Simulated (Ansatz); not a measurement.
## Energy over volume and axial ratio for Si (diamond)

Si (diamond)

```cif
data_Si8
_chemical_formula_sum 'Si8'
_space_group_name_H-M_alt 'Fd-3m :1'
_space_group_IT_number 227
_space_group_name_Hall 'F 4d 2 3 -1d'
_cell_length_a 5.44420
_cell_length_b 5.44420
_cell_length_c 5.44420
_cell_angle_alpha 90.000
_cell_angle_beta 90.000
_cell_angle_gamma 90.000
loop_
_atom_site_label
_atom_site_type_symbol
_atom_site_symmetry_multiplicity
_atom_site_Wyckoff_symbol
_atom_site_fract_x
_atom_site_fract_y
_atom_site_fract_z
_atom_site_occupancy
Si1 Si 8 b 0.50000 0.50000 0.50000 1
```
(The calculation used a cell of 2 atoms; values per cell refer to that cell.)

The relaxed cell is deformed in two ways at once: its volume V is scaled, and at that volume it is stretched along z (the c axis of the conventional cell) so that c/a changes. Fractional atomic positions are held.

These are r2SCAN (plane waves to 500 eV, PAW, scalar-relativistic; Ansatz, a first-principles code) values and carry that method's errors. k mesh 10×10×10 (Γ-centred), Fermi-Dirac smearing 0.05 eV. Energies are smeared free energies. As the smearing reaches across the gap at some points, the response to shear is sensitive to the k mesh, so small differences along c/a are uncertain. Si was relaxed with its symmetry unable to fall. ΔE is measured from the relaxed starting cell.

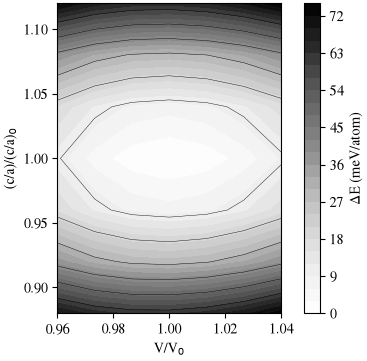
ΔE (meV/atom) over the 7×7 grid of computed points.

The shear modulus C′ = (C11 − C12)/2 (fit, atoms clamped) comes out as 53 GPa. Lowest place on the grid: V/V₀ = 1.000, (c/a)/(c/a)₀ = 1.000 (0 meV/atom). Highest place on the grid: V/V₀ = 1.040, (c/a)/(c/a)₀ = 1.120 (75 meV/atom).

Near the relaxed cell σzz − σxx = −2Cδ (compression positive), C being this modulus and δ the logarithm of the ratio.

(A scan under strain: stresses follow from slopes of the energy per volume, elastic moduli from its curvatures.)
